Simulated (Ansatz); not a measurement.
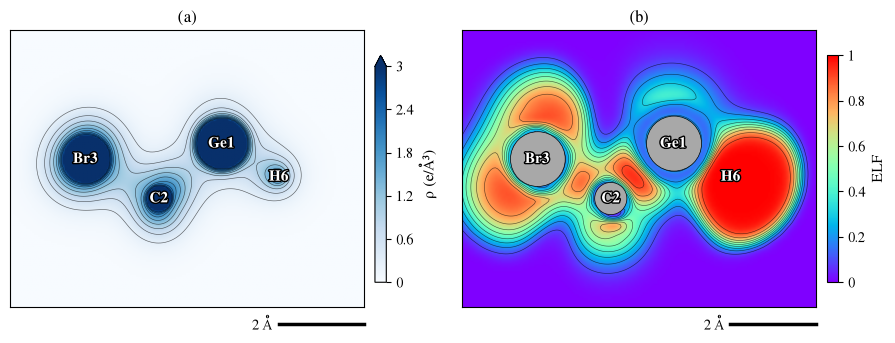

Figure. CH5BrGe (SMILES [GeH3][CH2]Br). (a) total electron density; (b) ELF on the plane of atoms C2, Ge1 and H6. Grey discs cover the atomic cores in the ELF map.

Geometry: PBE0-D4/def2-TZVP.

All numbers below come from RKS PBE0-D4/def2-TZVPP in Ansatz 0.2.0.

```yaml
atoms:
  - { symbol: Ge, position_ang: [-0.5687, 0.6259, -0.4927] }
  - { symbol: C, position_ang: [0.4994, -0.5633, 0.6467] }
  - { symbol: Br, position_ang: [1.6873, -1.6578, -0.4310] }
  - { symbol: H, position_ang: [-1.4055, -0.2248, -1.4563] }
  - { symbol: H, position_ang: [0.3747, 1.5473, -1.2758] }
  - { symbol: H, position_ang: [-1.4959, 1.4658, 0.4057] }
  - { symbol: H, position_ang: [1.1291, -0.0024, 1.3342] }
  - { symbol: H, position_ang: [-0.1282, -1.2478, 1.2134] }
```

Describe what can be read from this map.

- Atoms in the plane: Ge, C, Br and H.
- C–Br (1.94 Å): ρ is about 1 e/Å³ halfway; the ELF peaks at about 0.85 between the atoms, as expected for a shared electron pair.
- C–Ge (1.96 Å): the density is about 0.87 e/Å³ at the midpoint; the ELF peaks at about 0.95 in the valence shell of C, 0.7 Å from its nucleus, and is about 0.70 at the midpoint.
- Ge–H (1.54 Å): ρ is about 1.1 e/Å³ halfway; the ELF climbs to about 1 towards the hydrogen.
- The ELF also peaks beside Br3, away from the bonds: lone-pair regions.
